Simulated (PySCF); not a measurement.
## NMR shielding calculation of C3H12OSi4

- system: C3H12OSi4
- method: GIAO PBE0/pcSseg-1 NMR shielding, non-relativistic, gas phase (PySCF 2.14.0)

The geometry comes from this level: GFN2-xTB. It belongs to a series of runs on one base structure; here: H on Si replaced by COCH3. Figures and captions count atoms from 1; the log counts them from 0 in places.

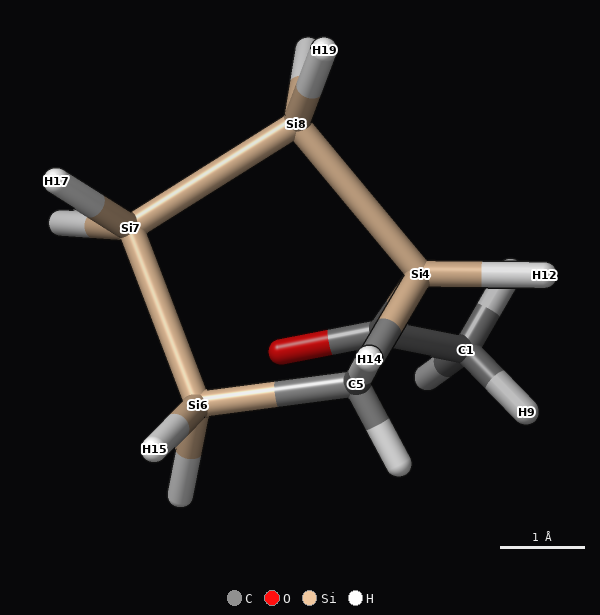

**Figure 1.** The input geometry (stick view, seen at a tilt; atoms are numbered from 1 in the order of the input).

## Results in brief

| quantity | value |
| --- | --- |
| outcome | converged |
| total energy | −1353.963385 hartree |
| HOMO | −6.84 eV |
| LUMO | −1.33 eV |
| dipole moment | 2.62 D |
| isotropic shielding, C | −73.2 to 195.7 ppm |
| isotropic shielding, O | −468.2 ppm |
| isotropic shielding, Si | 397.0 to 468.9 ppm |
| isotropic shielding, H | 26.8 to 32.0 ppm |
| hardware | 1 CPU thread, shared host |
| wall time | 49 s |
| peak memory | 1 GiB |

## The input
```
{"job": {"kind": "nmr", "xc": "PBE0", "basis": "pcSseg-1"}, "charge": 0, "multiplicity": 1}
C      2.852972    -0.807715    -0.734921
C      1.399945    -0.470744    -0.571394
O      0.601679    -0.596201    -1.484283
Si     0.715187     0.245025     1.066096
C     -0.740207    -0.949775     1.393911
Si    -1.998828    -1.033030    -0.062866
Si    -2.057312     1.124723    -0.925977
Si    -0.317092     2.169961     0.248722
H      3.104978    -1.600675    -0.033027
H      3.082150    -1.128418    -1.749455
H      3.448527     0.065257    -0.475287
H      1.762789     0.095938     2.092844
H     -0.373378    -1.952559     1.609469
H     -1.267255    -0.628199     2.293311
H     -3.272961    -1.470773     0.542140
H     -1.627783    -2.117167    -0.971243
H     -3.349197     1.802745    -0.699908
H     -1.884271     1.216241    -2.378822
H     -0.719826     3.055495     1.353704
H      0.634735     2.990548    -0.516051
```

The first line tells a small driver script what to run in PySCF; the rest is the geometry in Å.

Launch command:
```bash
OMP_NUM_THREADS=1 python <driver script> task.json out
```

## The program's output
```
coarse grid: 18280 points
cycle   1  E = -1353.7764783244  dE =  6.038e-01  |g| = 7.904e-01  |ddm| = 4.124e+00
cycle   2  E = -1353.3043567013  dE =  4.721e-01  |g| = 1.701e+00  |ddm| = 2.530e+00
cycle   3  E = -1353.8995768987  dE = -5.952e-01  |g| = 1.990e-01  |ddm| = 2.074e+00
cycle   4  E = -1353.9074140795  dE = -7.837e-03  |g| = 8.038e-02  |ddm| = 2.401e-01
cycle   5  E = -1353.9089679423  dE = -1.554e-03  |g| = 1.700e-02  |ddm| = 9.358e-02
cycle   6  E = -1353.9090417390  dE = -7.380e-05  |g| = 5.475e-03  |ddm| = 2.782e-02
cycle   7  E = -1353.9090491438  dE = -7.405e-06  |g| = 1.082e-03  |ddm| = 6.486e-03
final grid: 157000 points
cycle   8  E = -1353.9633523295  dE = -8.772e-06  |g| = 1.290e-02  |ddm| = 2.864e-02
cycle   9  E = -1353.9632551493  dE =  9.718e-05  |g| = 2.594e-02  |ddm| = 2.787e-02
cycle  10  E = -1353.9633836422  dE = -1.285e-04  |g| = 2.228e-03  |ddm| = 2.009e-02
cycle  11  E = -1353.9633847487  dE = -1.106e-06  |g| = 3.059e-04  |ddm| = 2.397e-03
cycle  12  E = -1353.9633847699  dE = -2.122e-08  |g| = 1.138e-04  |ddm| = 5.408e-04
cycle  13  E = -1353.9633847733  dE = -3.447e-09  |g| = 2.278e-05  |ddm| = 1.458e-04
cycle  14  E = -1353.9633847735  dE = -1.255e-10  |g| = 4.310e-06  |ddm| = 2.960e-05
```

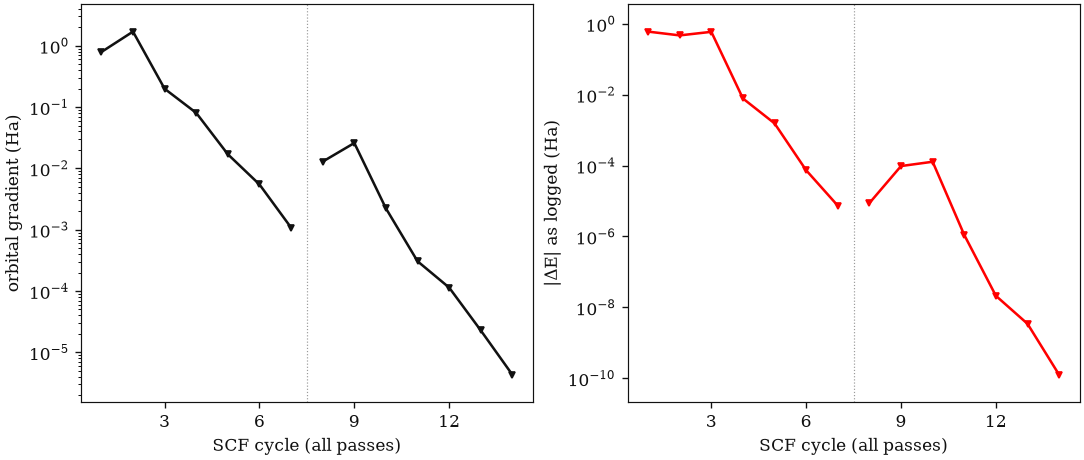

**Figure 2.** Convergence of the self-consistent field: orbital gradient and size of the energy change against the SCF cycle. The dotted line marks the change from a coarse to the final integration grid. The first 7 cycles use a coarse grid, the final grid takes over at cycle 8, and the field converges after 14 cycles in all.

```
converged SCF energy = -1353.9633847735

GIAO shielding tensors (ppm)
atom      isotropic    diamagn.    paramagn.     s11        s22        s33       span
  0 C      144.462     253.010    -108.548    112.339    131.281    189.767     77.428
  1 C      -73.165     258.817    -331.983   -211.729   -108.829    101.063    312.792
  2 O     -468.220     405.019    -873.239  -1261.690   -476.434    333.465   1595.155
  3 Si     396.957     884.461    -487.505    364.436    396.094    430.340     65.904
  4 C      195.700     258.081     -62.381    188.762    193.010    205.328     16.566
  5 Si     420.756     879.796    -459.040    398.327    401.660    462.280     63.953
  6 Si     468.948     880.379    -411.432    451.655    460.738    494.450     42.794
  7 Si     467.442     881.521    -414.080    450.839    466.378    485.108     34.270
  8 H       29.128      29.782      -0.654     26.511     28.985     31.889      5.379
  9 H       29.507      29.039       0.468     26.379     27.233     34.910      8.532
 10 H       29.047      29.851      -0.804     26.566     29.295     31.279      4.713
 11 H       26.765      31.719      -4.954     23.394     24.609     32.292      8.898
 12 H       31.403      32.390      -0.987     25.432     28.537     40.241     14.809
 13 H       31.999      32.000      -0.001     26.826     28.729     40.441     13.614
 14 H       27.460      28.817      -1.358     23.377     25.060     33.941     10.564
 15 H       27.688      29.729      -2.042     24.740     24.912     33.411      8.671
 16 H       28.131      28.949      -0.818     24.230     25.087     35.076     10.846
 17 H       27.967      29.444      -1.477     24.619     24.877     34.403      9.784
 18 H       28.415      29.516      -1.101     24.721     25.186     35.337     10.616
 19 H       28.433      29.512      -1.079     24.700     25.700     34.898     10.197
```

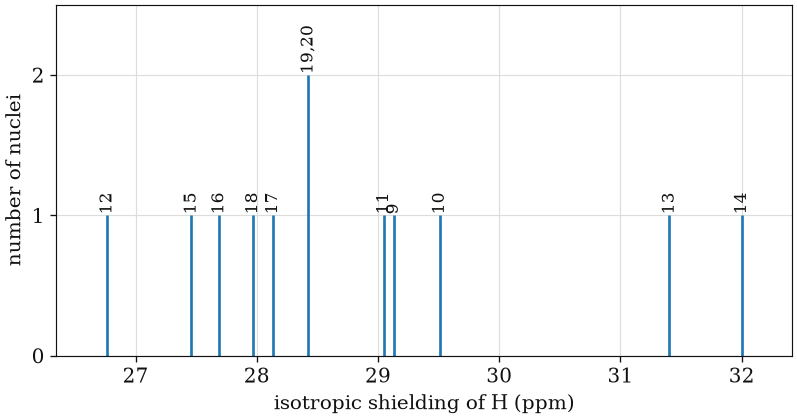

**Figure 3.** Isotropic shieldings of the hydrogen nuclei in this fixed geometry, labelled by atom number; shielding grows to the right, so chemical shift grows to the left. The least shielded is H12 (26.8 ppm), the most shielded H14 (32.0 ppm).

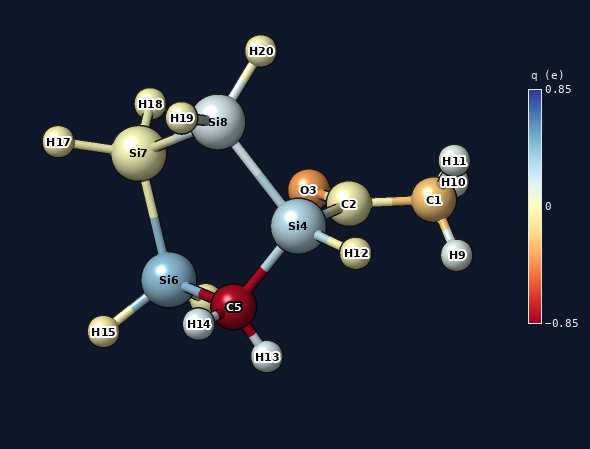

**Figure 4.** Mulliken charges, as the colour of each atom (ball-and-stick view, seen at a tilt; atoms are numbered from 1 in the order of the input). By element: C −0.81 to −0.02, O −0.37, Si 0.00 to +0.41 and H −0.06 to +0.17 e.
